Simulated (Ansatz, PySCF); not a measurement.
GaH2I (SMILES [GaH2][I]) and H2O (SMILES O) are pulled apart as rigid monomers along the line of their centres of mass, from the B3LYP-D3(BJ)/def2-TZVP minimum. Starting geometry (charge 0, multiplicity 1):
| atom | x (Å) | y (Å) | z (Å) |
|---|---|---|---|
| Ga | -0.0273 | -1.2065 | 1.5089 |
| I | -0.1618 | 1.0681 | 0.2849 |
| H | 1.3965 | -1.8371 | 1.4839 |
| H | -1.4106 | -1.9196 | 1.6619 |
| O | 0.0002 | -0.2135 | 3.4520 |
| H | 0.1647 | 0.7153 | 3.2200 |
| H | -0.8712 | -0.2394 | 3.8695 |

Interaction energies with rigid monomers; basis-set methods are counterpoise corrected unless marked otherwise.

Correlated levels freeze the cores. Filled d and f shells under p-block atoms count as core.

Programs: Ansatz (a first-principles code) with Gaussian orbitals; PySCF for the dispersion terms. Values without a source in brackets are computed. In def2 rows elements past Kr take small-core potentials, without spin–orbit coupling.

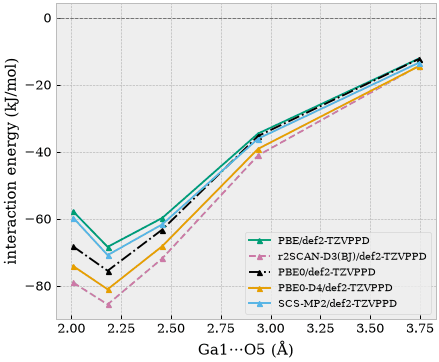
*Interaction energy against separation*

### Question
Which level binds most strongly at Ga1···O5 = 2.18, and by how much?

### Answer
r2SCAN-D3(BJ)/def2-TZVPPD, -86 kJ/mol.
